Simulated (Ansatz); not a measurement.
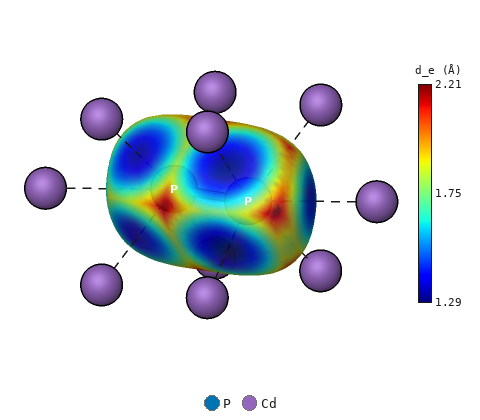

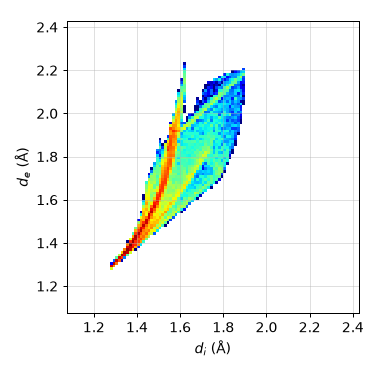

Hirshfeld surface computed for one P₂ unit (covalently bonded non-metal atoms) in Cd2P in space group P-1, coloured by d_e. Dashed lines lead to the closest neighbours outside. The second picture is its fingerprint plot, coloured by area on a logarithmic scale (blue little, red much).

The surface is where the fragment's share of the procrystal density (the sum of the densities of spherically averaged neutral Hartree-Fock atoms) equals one half. d_i and d_e are the distances from the surface to the nearest nucleus inside and outside. From Rb on the atoms have core potentials, so only their outer electrons count.

The cell is taken from coordinates from a relaxation (final pressure about 20 GPa) with DFT, PAW plane waves, r2scan in Ansatz 0.2.0; the starting structure was generated, so it need not be a known form of this composition.

```cif
data_structure
_symmetry_space_group_name_H-M 'P 1'
_symmetry_Int_Tables_number 1
_cell_length_a 3.4840
_cell_length_b 5.3118
_cell_length_c 6.0722
_cell_angle_alpha 82.676
_cell_angle_beta 73.602
_cell_angle_gamma 72.132
_cell_volume 102.50
loop_
_atom_site_label
_atom_site_type_symbol
_atom_site_fract_x
_atom_site_fract_y
_atom_site_fract_z
_atom_site_occupancy
P1 P 0.60528 0.79155 0.98504 1
P2 P 0.39472 0.20845 0.01496 1
Cd1 Cd 0.27473 0.81946 0.63326 1
Cd2 Cd 0.72527 0.18054 0.36674 1
Cd3 Cd 0.03204 0.63711 0.28561 1
Cd4 Cd 0.96796 0.36289 0.71439 1
```

Q: What is the shortest distance from the fragment to an atom outside it?

A: P–Cd, 2.56 Å.

Q: How is the surface shared among contacts (nearest atom inside ··· nearest atom outside)?

A: P···Cd 94 %, P···P 5.8 %. The surface faces 10 neighbours with more than 2 % of its area each: 10 Cd.

Q: Give the size and shape of the surface.

A: It encloses about 28.0 Å³, has an area of about 48 Å² and a globularity of 0.93 (1 for a sphere).

Q: Where does the fingerprint reach closest to the origin?

A: The smallest d_i + d_e is about 2.6 Å, which belongs to the shortest contact, P···Cd at 2.56 Å; d_e runs from 1.29 to 2.21 Å.
